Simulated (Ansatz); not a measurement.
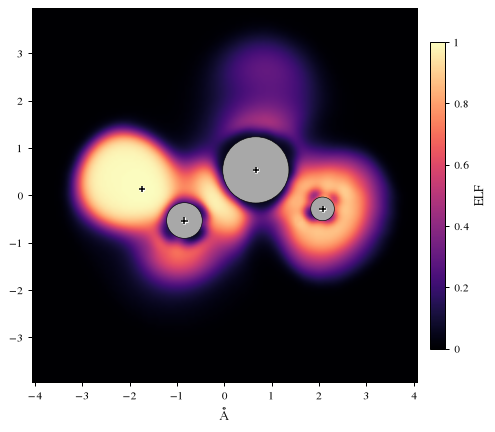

The electron localisation function on a plane through atoms (crosses mark nuclei in the plane; grey discs cover the cores).

Method: RKS PBE-D4/def2-SVP in Ansatz 0.2.0.

Candidates:
A. CH4ClFSi
B. F4HSTa···HF

Which system is this?

Answer. Candidate A: CH4ClFSi on the plane of atoms C3, Si1 and F7, which holds Si, C, H and F. Si–F (1.63 Å): the ELF peaks at about 0.85 in the valence shell of F, 0.6 Å from its nucleus, and is about 0.40 at the midpoint. C–Si (1.85 Å): the ELF peaks at about 1 between the atoms: localised, covalent bonding.
